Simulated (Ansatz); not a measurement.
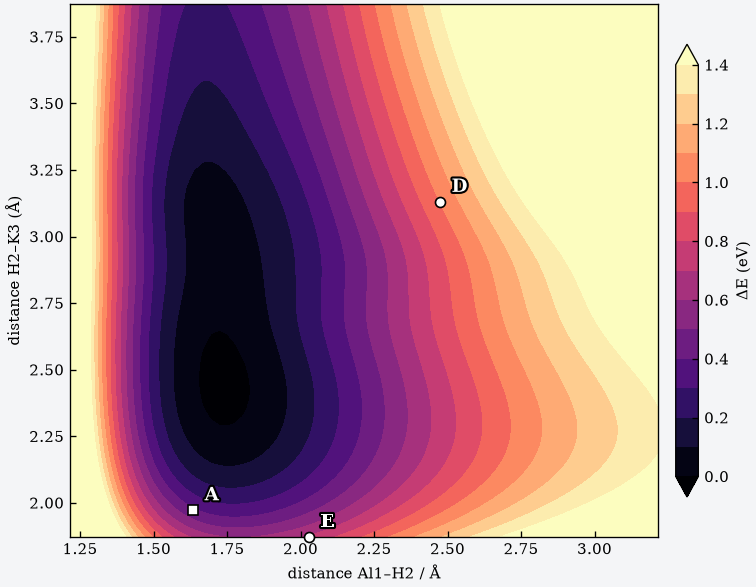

The system Al + HK, spin multiplicity 2. First axis: distance Al1–H2. Second axis: distance H2–K3. Nothing is relaxed (the angle Al1–H2–K3 is fixed at 120 degrees). Grid: 11 × 11 points. Points are written as (first, second). All energies are given in eV relative to the lowest grid point. Computed with UKS PBE0-D4/def2-SVPD in Ansatz.

Drawn: filled contours, one colour for all values above the top of the scale, lettered points. Between grid points the surface is interpolated.

### Is E the lowest point of the computed grid?

No. E lies 0.71 eV above the lowest grid point, which is at (1.824 Å, 2.480 Å).

### Rank the lettered points by energy, lowest first.

A (0.42 eV), E (0.71 eV), D (1.00 eV).
